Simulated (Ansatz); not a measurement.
**SiH₄···H₄NSi (doublet): density, localisation and related maps**

Input

```
crystal:
  periodic: [false, false, false]
  atoms:
    - {symbol: H, position_ang: [-0.657087, -0.659868, -1.513474]}
    - {symbol: Si, position_ang: [0.553100, 1.412167, 0.604004]}
    - {symbol: N, position_ang: [1.959582, 0.457930, 0.323601]}
    - {symbol: Si, position_ang: [-1.620619, -1.246634, -0.545585]}
    - {symbol: H, position_ang: [0.402854, 2.352436, -0.544891]}
    - {symbol: H, position_ang: [0.770172, 2.157628, 1.878580]}
    - {symbol: H, position_ang: [2.078960, -0.006786, -0.562900]}
    - {symbol: H, position_ang: [2.348022, -0.091849, 1.073667]}
    - {symbol: H, position_ang: [-0.892899, -1.758628, 0.641998]}
    - {symbol: H, position_ang: [-2.316453, -2.383941, -1.209402]}
    - {symbol: H, position_ang: [-2.625631, -0.232458, -0.145697]}
basis:
  gaussian: {orbitals: def2-TZVPP}
magnetization: {spin_polarized: true, initial_magnetization: 1}
hamiltonian: {xc: pbe0, dispersion: d4}
output: {orbitals: {seedname: orbitals}}
```

Run with:

```sh
ansatz run in.yaml --threads 4 --pin off --events-out ev --progress --plain --max-ram 9574MiB
```

The product side of a reaction path; geometry: PBE0-D4/def2-TZVP.

These are results of UKS PBE0-D4/def2-TZVPP (Ansatz), not measurements.

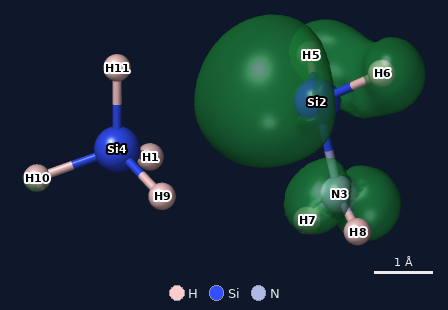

Figure 1. Isosurface of the spin density (α minus β) at +0.015 e/Å³ (green), seen at a tilt.

### Describe the spin distribution.

The unpaired spin (1 electron) lies mostly on Si2 (about 0.7) and N3 (about 0.1), in electrons by Hirshfeld's partition.

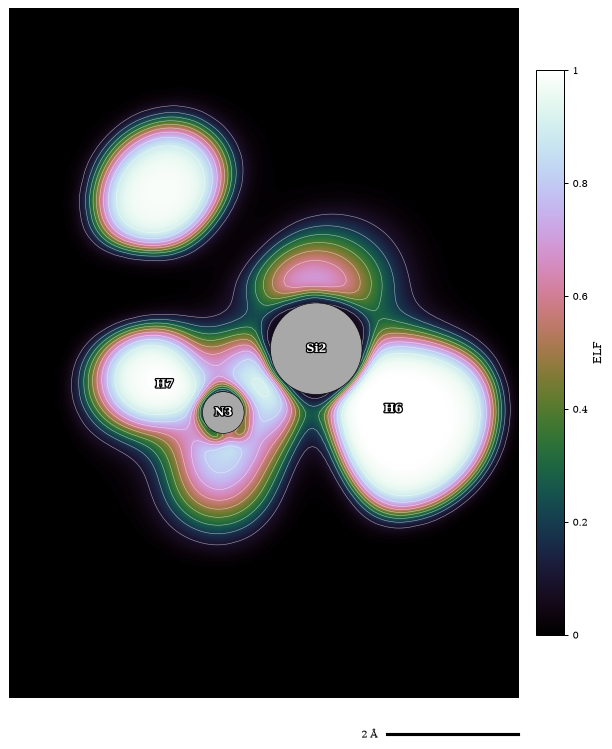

Figure 2. ELF on the plane of atoms N3, Si2 and H6. Grey discs cover the atomic cores.

### Describe what can be read from this map.

The section cuts through Si, N and H sites.
Si–N (1.72 Å): the ELF peaks at about 0.90 between the atoms; a shared but strongly polarised pair.
N–H (1.01 Å): the ELF climbs to about 1 towards the hydrogen, as it does in any bond to H: a covalent bond by its length.
Si–H (1.49 Å): the ELF climbs to about 1 towards the hydrogen.

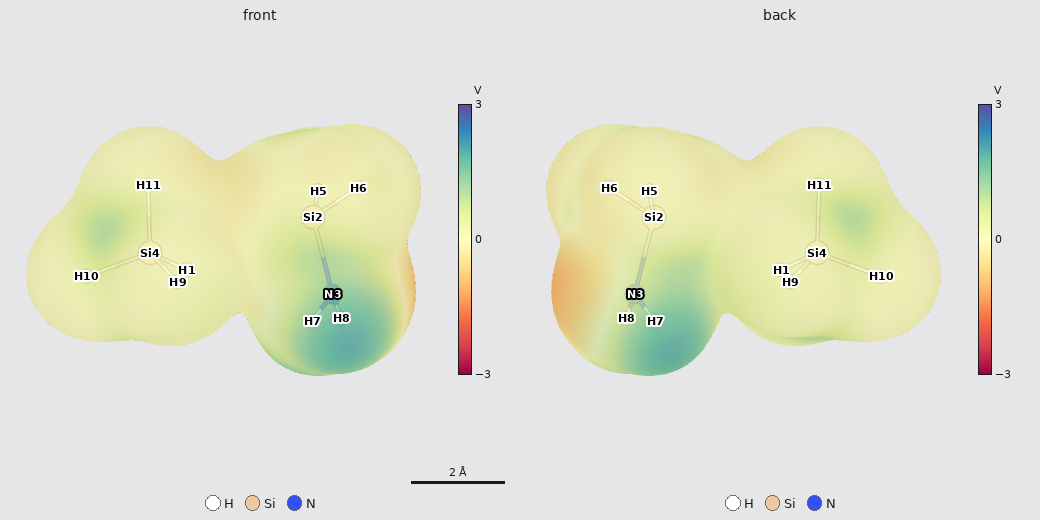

Figure 3. The molecular electrostatic potential painted on the density surface at 0.002 e/bohr³, seen from the front and from behind; the colour scale runs from red (negative) to blue (positive).

### Which sites attract a positive test charge, and which a negative one?

A positive charge is drawn to the negative regions and a negative charge to the positive ones. The most negative region (about −1.0 V) lies over N3, the most positive (about +2.0 V) over H7 and H8. N3 is the likeliest acceptor of a hydrogen bond.
